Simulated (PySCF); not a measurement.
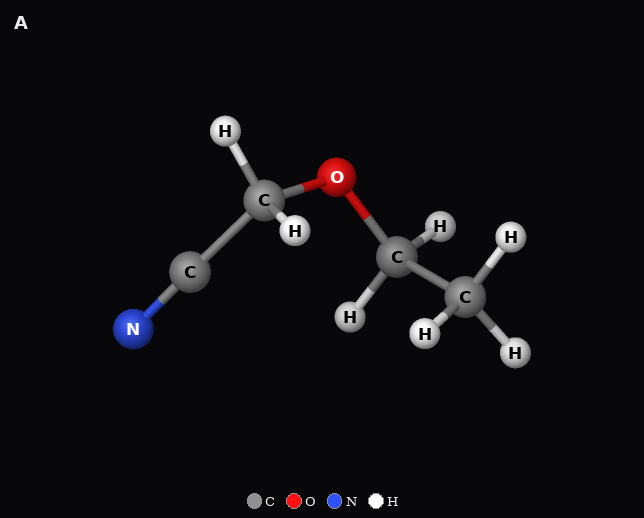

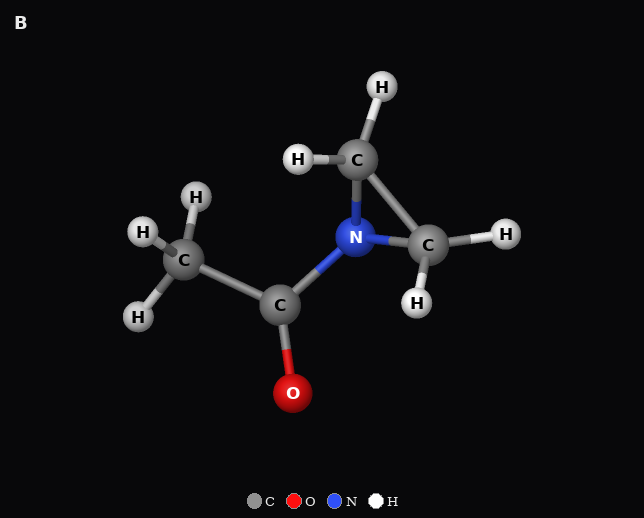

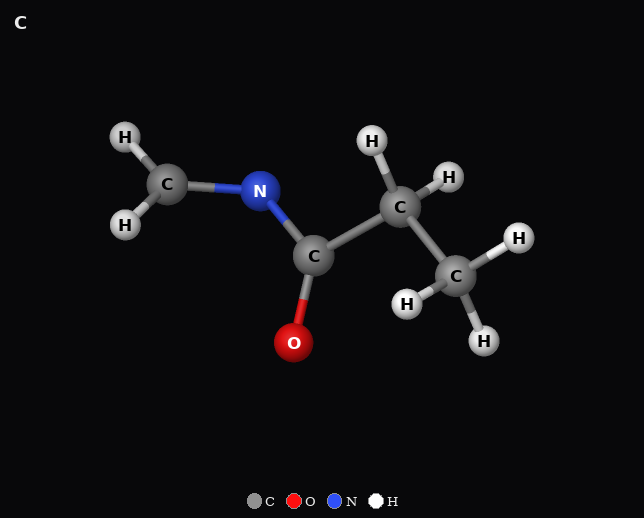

3 stationary structures of one formula. Geometries: PBE0-D3(BJ)/def2-SVP. Electronic energies: PBE0-D3(BJ)/def2-SVP (PySCF 2.14.0), without zero-point energy. No frequency run is at hand to confirm each as a minimum. Each is one conformer, not always the lowest.

**Are they conformers, stereoisomers or constitutional isomers?**

They are constitutional isomers of C4H7NO: A `CCOCC#N`, B `CC(=O)N1CC1`, C `C=NC(=O)CC`.

**Which structure is the most stable?**

C is lowest; B lies 0.227 eV above it, A lies 0.609 eV above it.
